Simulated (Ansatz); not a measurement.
**C3H6ClFOSi: geometry relaxation (part 2 of 2)**

Continued. System: C3H6ClFOSi. Method: RKS BLYP-D4/6-31G (Ansatz 0.2.0). It belongs to a series of runs on one base structure; here: end point B relaxed.

Geometry of the input (Å):
```
C  0.4108  -1.4742  1.4616
C  -0.3955  -0.5159  0.5001
C  -1.8814  -0.7280  0.5992
O  -2.4569  -1.6429  1.3801
Si -3.0290  0.3366  -0.4311
F  -2.4007  0.4548  -1.9263
Cl -3.1551  2.1887  0.3800
H  1.0963  -2.0579  0.8966
H  -0.3326  -2.0502  2.0417
H  0.9448  -0.8499  2.2002
H  -0.0768  -0.6898  -0.5520
H  -0.1857  0.4924  0.7749
H  -4.4164  -0.1556  -0.6131
```

**Trajectory as extended XYZ, continued**
```
13
Properties=species:S:1:pos:R:3:forces:R:3 step=10 energy=-28369.25662
C     0.4366   -1.4626    1.4844    0.0412  -0.0769   0.0780
C    -0.4127   -0.5533    0.5612   -0.0175  -0.0068   0.0028
C    -1.9104   -0.7919    0.6390    0.0054   0.0604  -0.0373
O    -2.4845   -1.6275    1.3701    0.0073  -0.0269   0.0185
Si   -3.0723    0.3302   -0.4917   -0.0315  -0.0136  -0.0166
F    -2.4328    0.4231   -2.0816   -0.0061  -0.0064   0.0125
Cl   -3.0552    2.3677    0.3560   -0.0027   0.0042   0.0047
H     1.2300   -1.9800    0.9178   -0.0571   0.0535   0.0501
H    -0.2016   -2.2281    1.9613    0.0616   0.0675  -0.0588
H     0.9193   -0.8785    2.2870   -0.0449  -0.0518  -0.0529
H    -0.1358   -0.6589   -0.5077    0.0012  -0.0096   0.0001
H    -0.2620    0.5240    0.7783    0.0213  -0.0015  -0.0078
H    -4.4967   -0.1561   -0.5621    0.0218   0.0079   0.0066
13
Properties=species:S:1:pos:R:3:forces:R:3 step=11 energy=-28369.25550 accepted=F
C     0.4318   -1.4660    1.4894    0.2225  -0.2413   0.2054
C    -0.4034   -0.5544    0.5525    0.0188   0.0229   0.0273
C    -1.9038   -0.7759    0.6369    0.0473   0.0053  -0.0009
O    -2.4712   -1.6180    1.3667   -0.0367   0.0008   0.0112
Si   -3.0824    0.3395   -0.4829    0.0193   0.0297  -0.0553
F    -2.5039    0.3630   -2.1026   -0.0467   0.0130   0.1093
Cl   -2.9935    2.4061    0.3055   -0.0065  -0.0692  -0.0374
H     1.3415   -1.8493    0.9626   -0.4231   0.1937   0.3164
H    -0.1845   -2.3386    1.8210    0.3504   0.3879  -0.1427
H     0.7644   -0.9095    2.4014   -0.1767  -0.3174  -0.4172
H    -0.1270   -0.6834   -0.5147   -0.0199  -0.0270   0.0084
H    -0.2300    0.5231    0.7531    0.0106  -0.0238  -0.0206
H    -4.5161   -0.1285   -0.4770    0.0407   0.0253  -0.0039
13
Properties=species:S:1:pos:R:3:forces:R:3 step=12 energy=-28369.26251
C     0.4361   -1.4677    1.4911    0.0371  -0.0455   0.0143
C    -0.4011   -0.5645    0.5502   -0.0038   0.0754   0.0421
C    -1.9018   -0.7715    0.6470    0.0151  -0.0632  -0.0723
O    -2.4749   -1.6189    1.3662   -0.0136   0.0253   0.0470
Si   -3.0741    0.3451   -0.4776   -0.0631   0.0537  -0.0233
F    -2.4524    0.4216   -2.0754    0.0077  -0.0134   0.0173
Cl   -3.0919    2.3986    0.3313    0.0336  -0.0064   0.0168
H     1.2856   -1.9198    0.9509   -0.0491   0.0432   0.0690
H    -0.1912   -2.2798    1.8977    0.0635   0.0397  -0.0447
H     0.8410   -0.8942    2.3430   -0.0566  -0.0479  -0.0533
H    -0.1369   -0.7111   -0.5175   -0.0130  -0.0166  -0.0019
H    -0.2194    0.5147    0.7319    0.0211  -0.0156  -0.0160
H    -4.4971   -0.1443   -0.5268    0.0211  -0.0287   0.0050
13
Properties=species:S:1:pos:R:3:forces:R:3 step=13 energy=-28369.26957
C     0.4312   -1.4673    1.4923    0.0908  -0.0546   0.0606
C    -0.3983   -0.5702    0.5379    0.0280  -0.0427  -0.0973
C    -1.9000   -0.7697    0.6348   -0.0331   0.1161   0.2109
O    -2.4750   -1.5846    1.3918    0.0165   0.0019  -0.0675
Si   -3.0819    0.3546   -0.4725    0.0640  -0.0685  -0.0592
F    -2.4702    0.4167   -2.0751   -0.0211   0.0211   0.0065
Cl   -3.0642    2.4090    0.3370    0.0009  -0.0443  -0.0017
H     1.3360   -1.8534    0.9829   -0.1572   0.0906   0.1344
H    -0.1781   -2.3275    1.8303    0.1376   0.1216  -0.0547
H     0.7567   -0.9058    2.3907   -0.1001  -0.1308  -0.1581
H    -0.1371   -0.7464   -0.5273    0.0061   0.0008   0.0165
H    -0.2006    0.5108    0.6938   -0.0190  -0.0459  -0.0029
H    -4.4966   -0.1584   -0.5047   -0.0134   0.0348   0.0125
13
Properties=species:S:1:pos:R:3:forces:R:3 step=14 energy=-28369.27243
C     0.4281   -1.4649    1.4938    0.2533  -0.1729   0.2218
C    -0.3950   -0.5836    0.5195    0.0465   0.0986   0.0210
C    -1.8992   -0.7435    0.6557   -0.0326  -0.1772  -0.0483
O    -2.4724   -1.5706    1.4022    0.0400   0.1097   0.0099
Si   -3.0856    0.3612   -0.4656    0.0913   0.0006   0.0321
F    -2.4901    0.3987   -2.0756   -0.0383   0.0151   0.0314
Cl   -3.0351    2.4179    0.3349   -0.0110  -0.0039  -0.0216
H     1.4146   -1.7436    1.0390   -0.5305   0.1615   0.3018
H    -0.1399   -2.3983    1.7312    0.3476   0.4033  -0.0878
H     0.6260   -0.9231    2.4561   -0.1369  -0.3499  -0.5064
H    -0.1557   -0.8046   -0.5446   -0.0334  -0.0158   0.0699
H    -0.1670    0.4979    0.6347    0.0030  -0.0901  -0.0131
H    -4.5067   -0.1355   -0.4693    0.0011   0.0211  -0.0108
13
Properties=species:S:1:pos:R:3:forces:R:3 step=15 energy=-28369.29832
C     0.4188   -1.4445    1.4985    0.0294  -0.0567   0.1514
C    -0.3980   -0.6273    0.4763   -0.0271  -0.0059   0.0080
C    -1.8995   -0.7750    0.6538   -0.0036  -0.2367   0.2953
O    -2.4390   -1.5443    1.4904    0.0352   0.3766  -0.4203
Si   -3.0854    0.3482   -0.4609    0.1040   0.1526  -0.2452
F    -2.5254    0.4999   -2.0903   -0.1084  -0.1795   0.3417
Cl   -2.9571    2.3936    0.3757   -0.0428  -0.0858   0.0411
H     1.4586   -1.5847    1.1521   -0.1108   0.0509   0.0645
H    -0.0458   -2.4370    1.6481    0.1345   0.1131  -0.0167
H     0.4402   -0.9347    2.4821   -0.0012  -0.1208  -0.1607
H    -0.1640   -0.9306   -0.5645   -0.0301  -0.0051  -0.0542
H    -0.1601    0.4552    0.5166    0.0004  -0.0225  -0.0021
H    -4.5213   -0.1108   -0.4661    0.0203   0.0197  -0.0028
13
Properties=species:S:1:pos:R:3:forces:R:3 step=16 energy=-28369.31577
C     0.4206   -1.4467    1.4979   -0.0191  -0.0233   0.0209
C    -0.3999   -0.6341    0.4746   -0.0071   0.0417   0.0379
C    -1.9005   -0.7548    0.6580    0.1392   0.0853  -0.1671
O    -2.4661   -1.4910    1.4921   -0.1055  -0.1016   0.1299
Si   -3.0786    0.3528   -0.4661    0.0773   0.0520  -0.1995
F    -2.5275    0.4777   -2.0947   -0.0634  -0.0876   0.2129
Cl   -2.9500    2.3748    0.4010   -0.0474   0.0596   0.0255
H     1.4678   -1.5468    1.1672   -0.0454   0.0289   0.0437
H    -0.0112   -2.4534    1.6218    0.0654   0.0081  -0.0093
H     0.4094   -0.9570    2.4875    0.0006  -0.0483  -0.0659
H    -0.1854   -0.9409   -0.5700    0.0218  -0.0290  -0.0163
H    -0.1489    0.4457    0.5086    0.0030  -0.0116  -0.0129
H    -4.5078   -0.1184   -0.4659   -0.0194   0.0257   0.0003
13
Properties=species:S:1:pos:R:3:forces:R:3 step=17 energy=-28369.32433
C     0.4207   -1.4514    1.4972    0.1019  -0.0922   0.1311
C    -0.3953   -0.6518    0.4616   -0.0131  -0.0147  -0.0210
C    -1.8964   -0.7485    0.6571    0.0565   0.0570   0.0496
O    -2.4664   -1.4552    1.5186    0.0143   0.0120  -0.0609
Si   -3.0715    0.3713   -0.4610   -0.0770  -0.0364  -0.1415
F    -2.5462    0.4354   -2.0995   -0.0081   0.0093   0.1845
Cl   -2.9677    2.4011    0.3998    0.0262   0.0181  -0.0346
H     1.4989   -1.4437    1.2335   -0.2683  -0.0047   0.0867
H     0.0700   -2.5023    1.5403    0.1206   0.2105   0.0110
H     0.3015   -1.0134    2.5102    0.0400  -0.1373  -0.2248
H    -0.1850   -0.9868   -0.5765    0.0059   0.0020   0.0114
H    -0.1303    0.4256    0.4711   -0.0093  -0.0168   0.0004
H    -4.5104   -0.0723   -0.4407    0.0103  -0.0068   0.0081
13
Properties=species:S:1:pos:R:3:forces:R:3 step=18 energy=-28369.31469 accepted=F
C     0.4340   -1.4884    1.4838   -0.1749   0.0879  -0.0665
C    -0.3970   -0.6467    0.4809    0.1521  -0.0816  -0.0223
C    -1.8848   -0.7135    0.7024   -0.4614   0.1092  -0.1509
O    -2.4479   -1.3720    1.6012   -0.0762  -0.0507   0.0425
Si   -3.1015    0.3788   -0.4723    0.3141  -0.1318   0.6141
F    -2.5515    0.3855   -2.0821    0.0729  -0.0481  -0.3738
Cl   -2.9722    2.4638    0.2571   -0.0336  -0.0379   0.0047
H     1.5085   -1.3575    1.2996    0.0964   0.0315  -0.0476
H     0.1969   -2.5614    1.3975   -0.0365   0.0312  -0.0464
H     0.2210   -1.1909    2.5225   -0.0218   0.0427  -0.0095
H    -0.2066   -0.9478   -0.5703    0.0306  -0.0086   0.0159
H    -0.1414    0.4302    0.5115    0.1735   0.0576   0.0537
H    -4.5357   -0.0721   -0.4199   -0.0352  -0.0016  -0.0138
13
Properties=species:S:1:pos:R:3:forces:R:3 step=19 energy=-28369.33254
C     0.4219   -1.4643    1.4888    0.0335  -0.0619   0.0589
C    -0.3979   -0.6481    0.4682    0.0191   0.0313   0.0382
C    -1.8953   -0.7275    0.6813   -0.0665  -0.0161  -0.1107
O    -2.4646   -1.4324    1.5435    0.0100   0.0025   0.0304
Si   -3.0814    0.3730   -0.4546    0.0378   0.0185   0.0630
F    -2.5422    0.4025   -2.0820    0.0095  -0.0199  -0.0077
Cl   -2.9593    2.4354    0.3300   -0.0070  -0.0175  -0.0129
H     1.5012   -1.3907    1.2631   -0.1151  -0.0134   0.0327
H     0.1289   -2.5303    1.4678    0.0468   0.1308   0.0052
H     0.2521   -1.0913    2.5158    0.0248  -0.0550  -0.1197
H    -0.1972   -0.9719   -0.5749   -0.0130   0.0022   0.0118
H    -0.1252    0.4270    0.4877    0.0185  -0.0027   0.0033
H    -4.5191   -0.0732   -0.4228    0.0015   0.0013   0.0074
13
Properties=species:S:1:pos:R:3:forces:R:3 step=20 energy=-28369.33378
C     0.4219   -1.4735    1.4832   -0.0632   0.0343  -0.0440
C    -0.3977   -0.6375    0.4779    0.0279  -0.0721  -0.0163
C    -1.8953   -0.7282    0.6807   -0.0360   0.1634   0.0230
O    -2.4632   -1.4185    1.5549   -0.0134  -0.0661   0.0095
Si   -3.0796    0.3754   -0.4528   -0.0116  -0.0381   0.0719
F    -2.5455    0.3620   -2.0801    0.0249   0.0078  -0.0655
Cl   -2.9634    2.4547    0.2882    0.0146  -0.0417  -0.0146
H     1.4958   -1.3845    1.2695    0.0921   0.0123  -0.0205
H     0.1441   -2.5366    1.4327   -0.0235  -0.0448  -0.0202
H     0.2436   -1.1350    2.5141   -0.0210   0.0302   0.0562
H    -0.1928   -0.9402   -0.5703    0.0089   0.0074  -0.0013
H    -0.1286    0.4380    0.5184    0.0040   0.0022   0.0158
H    -4.5174   -0.0680   -0.4044   -0.0037   0.0054   0.0059
13
Properties=species:S:1:pos:R:3:forces:R:3 step=21 energy=-28369.33542
C     0.4205   -1.4733    1.4810   -0.0324   0.0193  -0.0225
C    -0.3987   -0.6317    0.4813    0.0179  -0.0106   0.0124
C    -1.8967   -0.7214    0.6866   -0.0382   0.0109  -0.0095
O    -2.4633   -1.4286    1.5497    0.0106   0.0031  -0.0043
Si   -3.0815    0.3722   -0.4513    0.0099  -0.0059   0.0449
F    -2.5463    0.3492   -2.0796    0.0065  -0.0003  -0.0266
Cl   -2.9484    2.4535    0.2778    0.0006  -0.0219  -0.0121
H     1.4957   -1.3835    1.2676    0.0493   0.0070  -0.0109
H     0.1412   -2.5362    1.4241   -0.0135  -0.0301  -0.0117
H     0.2418   -1.1393    2.5142   -0.0110   0.0140   0.0322
H    -0.1947   -0.9282   -0.5688   -0.0040   0.0060  -0.0016
H    -0.1272    0.4430    0.5291    0.0031   0.0006   0.0059
H    -4.5206   -0.0675   -0.3996    0.0013   0.0079   0.0037
13
Properties=species:S:1:pos:R:3:forces:R:3 step=22 energy=-28369.33614
C     0.4197   -1.4759    1.4778   -0.0041   0.0029   0.0012
C    -0.3993   -0.6241    0.4874    0.0105   0.0026   0.0046
C    -1.8977   -0.7188    0.6902   -0.0233  -0.0310   0.0096
O    -2.4622   -1.4321    1.5502    0.0131   0.0212  -0.0151
Si   -3.0826    0.3687   -0.4494    0.0086   0.0123   0.0012
F    -2.5530    0.3258   -2.0805   -0.0055  -0.0059  -0.0004
Cl   -2.9317    2.4574    0.2519   -0.0014  -0.0115  -0.0038
H     1.4969   -1.3742    1.2722    0.0031  -0.0007   0.0012
H     0.1481   -2.5407    1.4004   -0.0005   0.0022  -0.0025
H     0.2312   -1.1599    2.5162    0.0002  -0.0028  -0.0032
H    -0.1941   -0.9078   -0.5661   -0.0037   0.0077   0.0015
H    -0.1290    0.4503    0.5485   -0.0020  -0.0017   0.0028
H    -4.5244   -0.0606   -0.3868    0.0050   0.0046   0.0028
13
Properties=species:S:1:pos:R:3:forces:R:3 step=23 energy=-28369.33668
C     0.4187   -1.4814    1.4722    0.0119  -0.0132   0.0212
C    -0.3999   -0.6101    0.4986    0.0064   0.0109  -0.0083
C    -1.8989   -0.7149    0.6947    0.0037  -0.0487   0.0236
O    -2.4610   -1.4346    1.5511    0.0046   0.0242  -0.0174
Si   -3.0837    0.3643   -0.4494    0.0042   0.0108  -0.0367
F    -2.5697    0.2783   -2.0855   -0.0215   0.0042   0.0370
Cl   -2.9021    2.4643    0.2081   -0.0012  -0.0040  -0.0069
H     1.4976   -1.3592    1.2818   -0.0306  -0.0094   0.0110
H     0.1615   -2.5478    1.3582    0.0108   0.0399   0.0067
H     0.2135   -1.1997    2.5187    0.0117  -0.0142  -0.0434
H    -0.1905   -0.8676   -0.5611   -0.0022   0.0080   0.0165
H    -0.1340    0.4641    0.5862   -0.0076  -0.0129   0.0007
H    -4.5296   -0.0475   -0.3617    0.0098   0.0044  -0.0039
13
Properties=species:S:1:pos:R:3:forces:R:3 step=24 energy=-28369.33696
C     0.4194   -1.4832    1.4710    0.0027  -0.0053   0.0095
C    -0.3999   -0.6062    0.5032    0.0047   0.0086  -0.0089
C    -1.8991   -0.7164    0.6954    0.0126  -0.0313   0.0224
O    -2.4612   -1.4380    1.5499    0.0000   0.0130  -0.0114
Si   -3.0841    0.3624   -0.4494   -0.0039   0.0175  -0.0454
F    -2.5788    0.2667   -2.0875   -0.0159  -0.0018   0.0330
Cl   -2.8929    2.4668    0.1905    0.0014  -0.0026   0.0006
H     1.4980   -1.3573    1.2839   -0.0161  -0.0051   0.0057
H     0.1652   -2.5487    1.3479    0.0060   0.0200   0.0038
H     0.2118   -1.2110    2.5188    0.0070  -0.0069  -0.0230
H    -0.1876   -0.8534   -0.5582   -0.0009   0.0048   0.0133
H    -0.1376    0.4680    0.6007   -0.0073  -0.0102   0.0005
H    -4.5316   -0.0416   -0.3542    0.0096  -0.0005  -0.0001
13
Properties=species:S:1:pos:R:3:forces:R:3 step=25 energy=-28369.33720
C     0.4198   -1.4853    1.4691   -0.0109   0.0087  -0.0097
C    -0.4000   -0.5982    0.5108    0.0002  -0.0008  -0.0051
C    -1.8996   -0.7189    0.6946    0.0177   0.0120   0.0038
O    -2.4627   -1.4440    1.5448   -0.0061  -0.0091   0.0002
Si   -3.0851    0.3605   -0.4521    0.0048  -0.0095  -0.0209
F    -2.5985    0.2423   -2.0938   -0.0079   0.0056   0.0193
Cl   -2.8683    2.4690    0.1667   -0.0027  -0.0021  -0.0037
H     1.4977   -1.3538    1.2876    0.0125   0.0028  -0.0029
H     0.1699   -2.5489    1.3310   -0.0027  -0.0114  -0.0026
H     0.2085   -1.2288    2.5188   -0.0023   0.0048   0.0121
H    -0.1812   -0.8270   -0.5530    0.0001  -0.0008   0.0071
H    -0.1453    0.4760    0.6265   -0.0043  -0.0075   0.0007
H    -4.5334   -0.0348   -0.3390    0.0016   0.0071   0.0015
13
Properties=species:S:1:pos:R:3:forces:R:3 step=26 energy=-28369.33725
C     0.4204   -1.4860    1.4691   -0.0071   0.0063  -0.0083
C    -0.3993   -0.5964    0.5135   -0.0042   0.0034   0.0026
C    -1.8989   -0.7203    0.6942    0.0082   0.0019  -0.0049
O    -2.4627   -1.4495    1.5404   -0.0017  -0.0022  -0.0018
Si   -3.0848    0.3594   -0.4531   -0.0080   0.0023  -0.0063
F    -2.6067    0.2350   -2.0964   -0.0017   0.0012   0.0115
Cl   -2.8643    2.4702    0.1561    0.0057   0.0016  -0.0011
H     1.4984   -1.3522    1.2897    0.0111   0.0024  -0.0023
H     0.1724   -2.5495    1.3262   -0.0025  -0.0103  -0.0018
H     0.2074   -1.2341    2.5197   -0.0024   0.0037   0.0119
H    -0.1779   -0.8195   -0.5508   -0.0004  -0.0022   0.0020
H    -0.1474    0.4777    0.6351    0.0002  -0.0029  -0.0009
H    -4.5348   -0.0267   -0.3318    0.0030  -0.0051  -0.0006
```

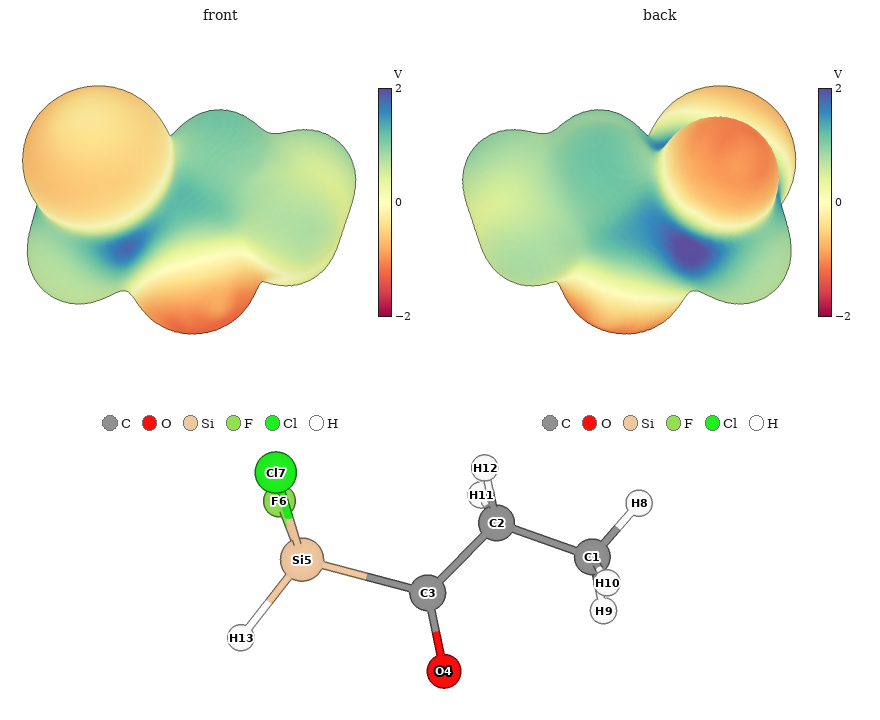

*The electrostatic potential painted on the density surface at 0.002 e/bohr³, seen face on and from behind; the colour scale runs from red (negative) to blue (positive). The bare structure is drawn below in the same view.*

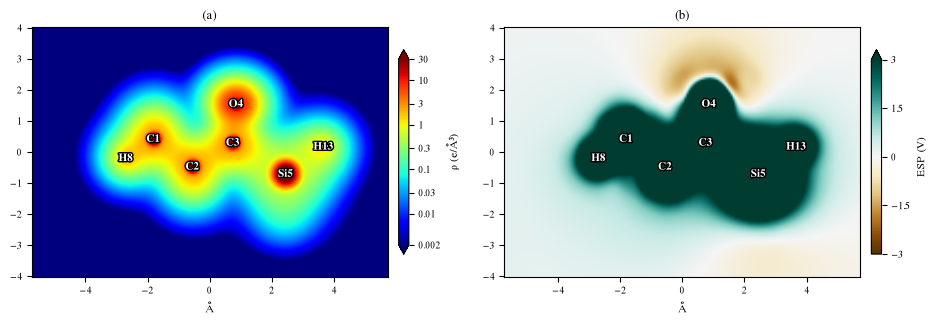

*(a) electron density; (b) electrostatic potential on the plane of atoms C2, C3 and Si5.*

The section cuts through C, O, Si and H sites. C–O (1.25 Å): ρ at the midpoint is about 2.8 e/Å³. C–C (1.52 Å): ρ is about 1.6 e/Å³ halfway. C–Si (1.97 Å): ρ is about 0.76 e/Å³ halfway. C–H (1.10 Å): ρ is about 1.8 e/Å³ halfway.

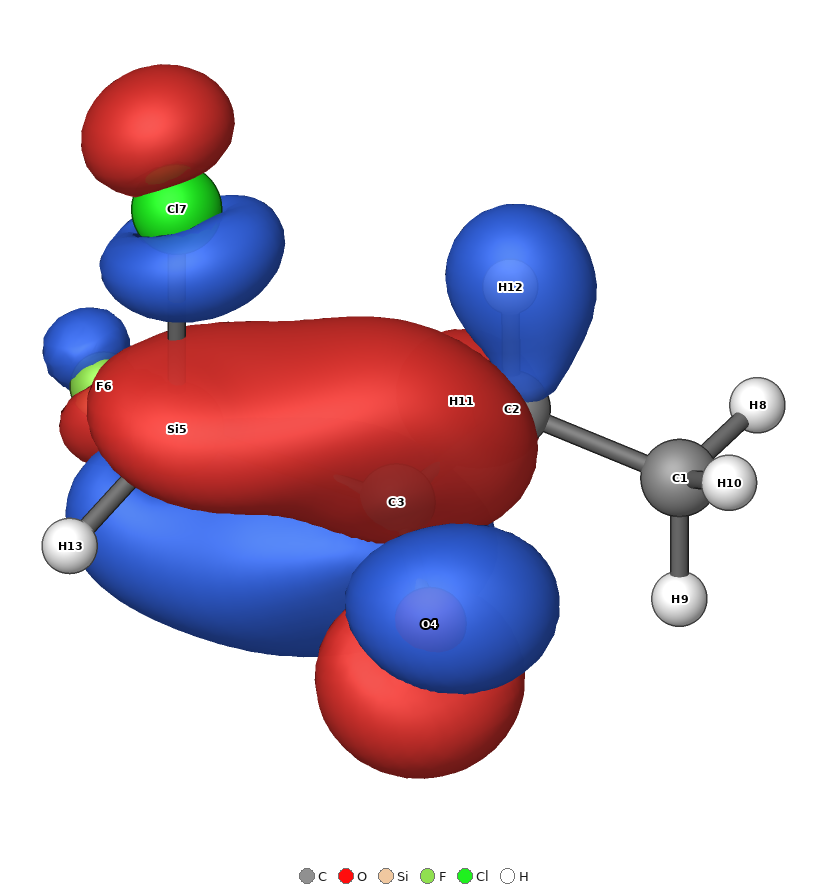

*One frontier orbital at ±0.08 Å⁻³ᐟ² (blue and red are the two phases), seen at a tilt.*

The LUMO, at −3.09 eV. It lies mainly on C3 (35 %), O4 (30 %) and Si5 (15 %); π-antibonding (π*) across C3–O4.

**Key numbers**

| quantity | value |
| --- | --- |
| outcome | converged |
| total energy | −28369.3376 eV |
| mean-field energy | −28368.6467 eV |
| largest force (length of the vector) at the end | 0.013 eV/Å |
| hardware | 1 thread of Arm Neoverse V1, 24 GiB of memory available, shared host |
| wall time | 2.7 min |
| peak memory | 0.18 GiB |
